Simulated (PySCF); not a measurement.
**F$_{3}$HfO (charge −1): density, localisation and related maps**

```xyz
5

Hf    0.0112    0.0112    0.0112
O     1.0649    1.0649    1.0649
F    -1.1356   -1.1356    1.1623
F     1.1623   -1.1356   -1.1356
F    -1.1356    1.1623   -1.1356
```

Core potentials replace the inner electrons of Hf.

Computed with PySCF 2.14.0, RKS TPSS, Hf def2-SVP with ECP60, O def2-SVP, F def2-SVP; non-relativistic Hamiltonian with scalar-relativistic core potentials where named; density fitting.

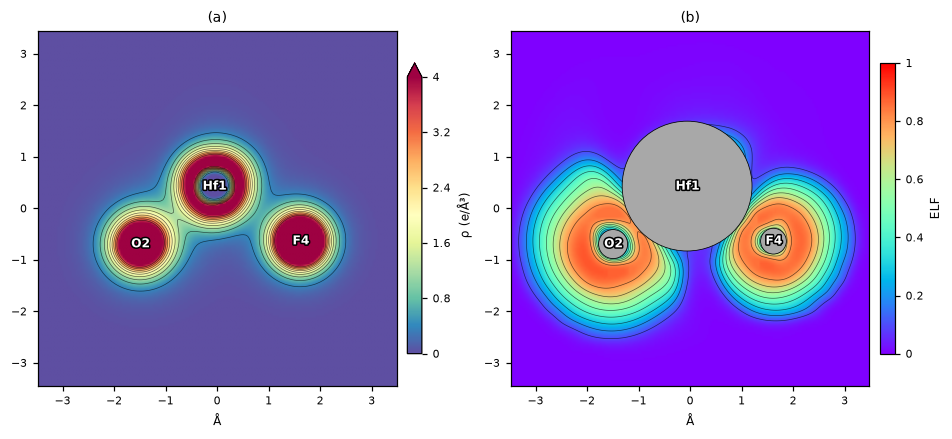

Figure 1. (a) electron density; (b) electron localisation function on the plane of atoms O2, Hf1 and F4. Grey discs cover the atomic cores in the ELF map.

Question: Interpret the plot.

Answer: The plane passes through Hf, O and F nuclei.
Hf–O (1.83 Å): ρ at the midpoint is about 1.3 e/Å³; the ELF peaks at about 0.80 in the valence shell of O, 0.5 Å from its nucleus, and drops to about 0.30 between the two atoms.
Hf–F (1.99 Å): the density is about 0.71 e/Å³ at the midpoint; the ELF is about 0.15 at the midpoint.

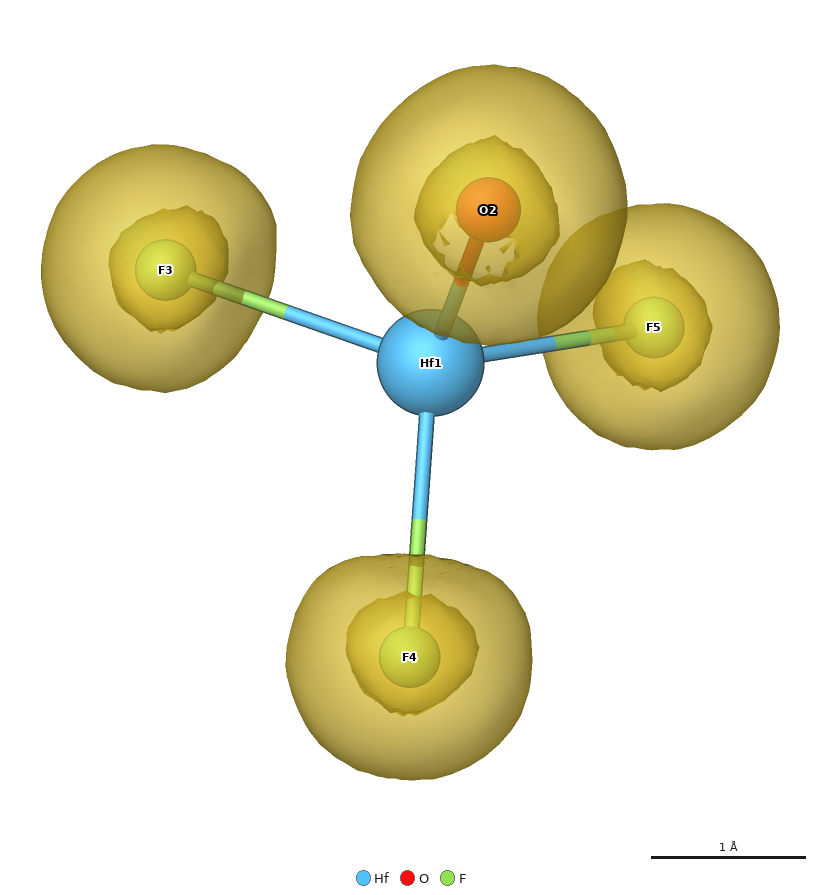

Figure 2. Isosurface of the electron localisation function at 0.75 (yellow), seen at a tilt. Only the valence region is drawn (cores and ρ < 0.01 e/Å³ removed).

Question: Where are the electrons localised?

Answer: The ELF exceeds this value in three regions wrapped around F (the valence shell of each) and one region wrapped around O (its valence shell).
